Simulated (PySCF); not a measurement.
C$_{5}$H$_{11}$F$_{3}$Si$_{2}$

```xyz
21

C     0.0489    2.1860   -0.0630
Si    0.1644    0.3026    0.1325
C    -1.5265   -0.4335    0.6690
C    -2.5872   -0.0994   -0.3228
F    -2.8582    1.2172   -0.3782
F    -2.2645   -0.4627   -1.5775
F    -3.7680   -0.7002   -0.0638
C     1.5396   -0.3490    1.3045
Si    2.3547   -1.3548   -0.1124
C     0.9859   -0.6897   -1.2872
H    -0.5726    2.4594   -0.9100
H     1.0346    2.6111   -0.2216
H    -0.3784    2.6535    0.8193
H    -1.8466   -0.0511    1.6356
H    -1.4672   -1.5176    0.7340
H     2.1731    0.4333    1.7101
H     1.2028   -0.9428    2.1489
H     3.7048   -0.9125   -0.4616
H     2.3258   -2.8045    0.0886
H     0.3645   -1.4535   -1.7452
H     1.3613   -0.0747   -2.0995
```

Geometry: GFN2-xTB.

Theory: PySCF, PBE0/pcSseg-1, SCF density, gas phase, non-relativistic.

Question: Predict the electron density and electron localisation function between the atoms.

Answer: C–Si (1.90 Å): the density is about 0.92 e/Å³ at the midpoint; the ELF peaks at about 0.95 between the atoms, as expected for a covalent bond.
C–H (1.09 Å): ρ at the midpoint is about 1.9 e/Å³; the ELF climbs to about 1 towards the hydrogen, as it does in any bond to H; an ordinary covalent bond to hydrogen.
Si–H (1.46 Å): ρ is about 0.81 e/Å³ halfway; the ELF climbs to about 1 towards the hydrogen.

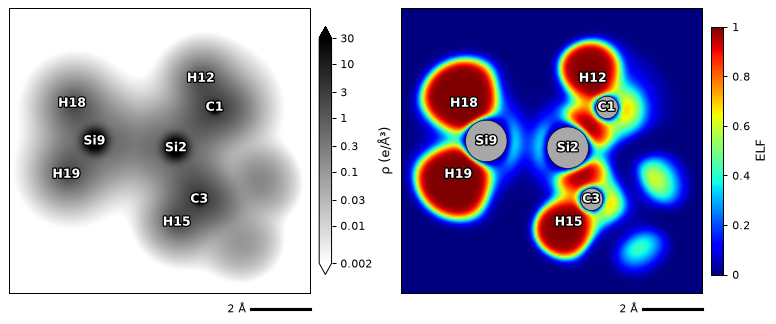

Computed electron density and electron localisation function on the plane of atoms H18, Si9 and H19, in this order. Grey discs cover the atomic cores in the ELF map. 
